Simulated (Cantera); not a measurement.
Charge: 1 mol B₂H₆, 13 mol NH₃, at 1702 °C.

Method: chemical equilibrium by Gibbs-energy minimisation in Cantera with the NASA 1993 tables (ideal gas, pure condensed phases). Candidate condensed phases: B, BN; 15 gas species. The feed counts by its element totals alone. The tables' values for BH₂ are old estimates; treat these amounts as uncertain. Equilibrium is a limit: real reactors are often held back by kinetics, nucleation or transport.

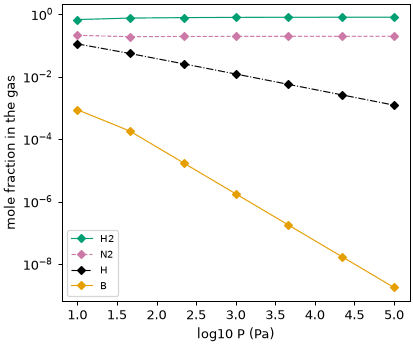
Figure. Equilibrium gas composition (values under 1e-9 drawn at 1e-9)

At 10.0 Pa the condensed part is B(s). From 46.0 Pa to 1.00 bar the condensed part is BN(s).
